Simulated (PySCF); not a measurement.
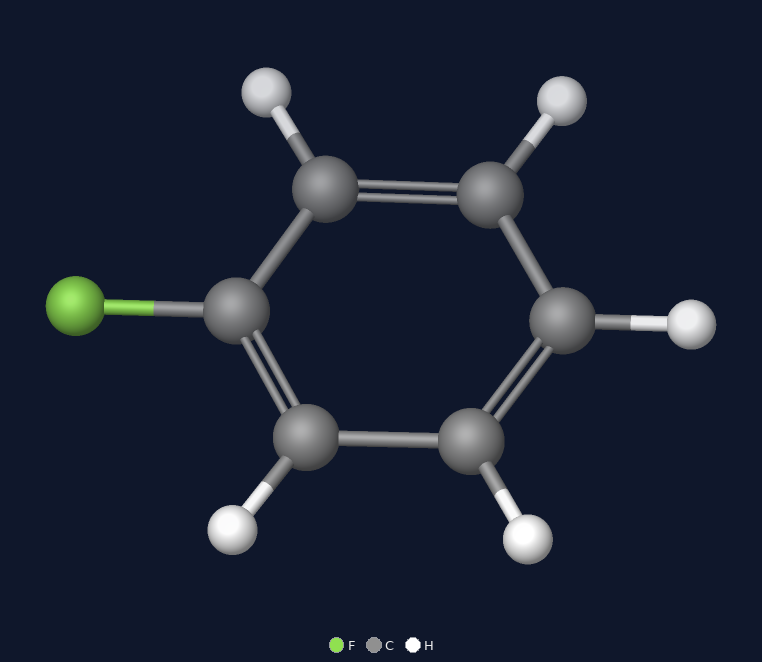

Double and triple bonds are drawn as two and three sticks.

The geometry was computed by an optimisation with GFN2-xTB. No frequency run is at hand to confirm it as a minimum.

> Count the atoms of each element.

C₆H₅F, 12 atoms: 6 carbon, 5 hydrogen and 1 fluorine.

> Write the SMILES.

Fc1ccccc1

> Describe its rings.

Independent rings (smallest set): 1 of 6 members, 1 of them aromatic.

> Name functional groups in it.

Among them: C–F bond.

> What is the point group of this geometry?

C2v.

More results for the same structure follow; atom numbers are the same in all pictures, views and colours differ.

### Shape

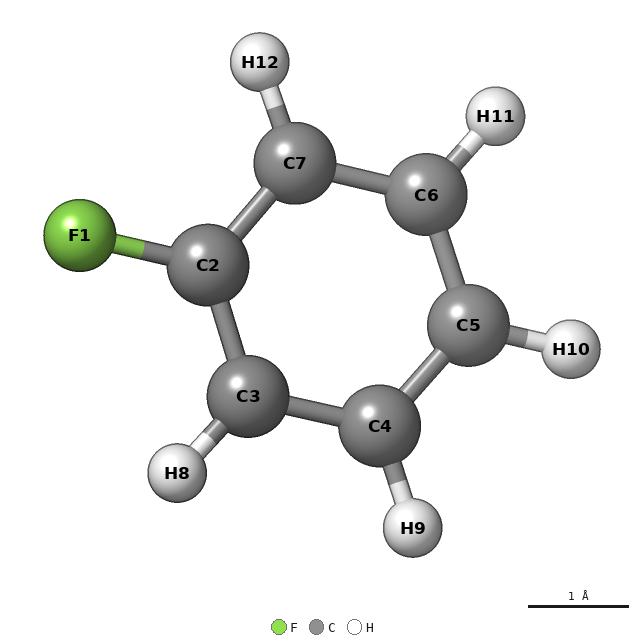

No frequency run is at hand to confirm it as a minimum.

Which atoms are bonded, and how long are the bonds?

| bond | length (Å) | order |
| --- | --- | --- |
| F1–C2 | 1.351 | single |
| C2–C3 | 1.383 | aromatic |
| C2–C7 | 1.383 | aromatic |
| C3–C4 | 1.384 | aromatic |
| C3–H8 | 1.079 | single |
| C4–C5 | 1.385 | aromatic |
| C4–H9 | 1.080 | single |
| C5–C6 | 1.385 | aromatic |
| C5–H10 | 1.079 | single |
| C6–C7 | 1.384 | aromatic |
| C6–H11 | 1.080 | single |
| C7–H12 | 1.079 | single |

### Electronic properties

No frequency run is at hand to confirm it as a minimum. Level of theory: PBE0/pcSseg-1, gas phase (PySCF 2.14.0).

What does the calculation give?

- dipole moment: 1.56 D
- HOMO energy (Kohn–Sham orbital): −7.29 eV
- LUMO energy (Kohn–Sham orbital): −0.51 eV
- HOMO–LUMO gap: 6.79 eV

### NMR shielding

The questions are on isotropic NMR shieldings of the C atoms. No frequency run is at hand to confirm it as a minimum. Properties computed with GIAO PBE0/pcSseg-1 NMR shielding, non-relativistic, gas phase (PySCF 2.14.0).

List the isotropic NMR shieldings of the C atoms.

```
atom  σ (ppm)
  C2     13.8
  C3     65.6
  C4     51.2
  C5     58.0
  C6     51.2
  C7     65.6
```

### Charges

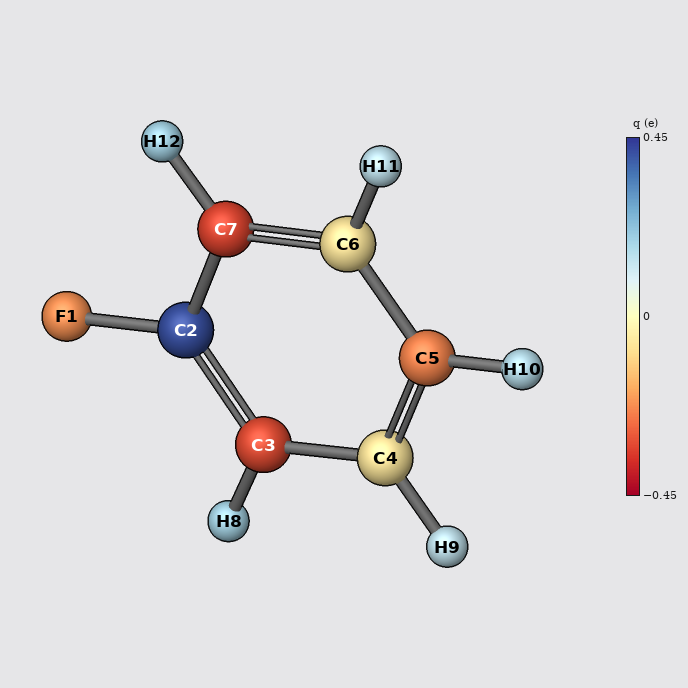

Atoms are coloured by their ESP-fitted charges. No frequency run is at hand to confirm it as a minimum. Level of theory: PBE0/pcSseg-1, gas phase (PySCF 2.14.0).

> Which atom carries the highest charge (most positive or least negative)?

C2 (0.41 e).

> And the lowest?

C3, C7 (−0.32 e).

List the ESP-fitted charges.

```csv
atom,value (e)
F1,−0.22
C2,0.41
C3,−0.32
C4,−0.06
C5,−0.23
C6,−0.07
C7,−0.32
H8,0.18
H9,0.14
H10,0.16
H11,0.14
H12,0.19
```
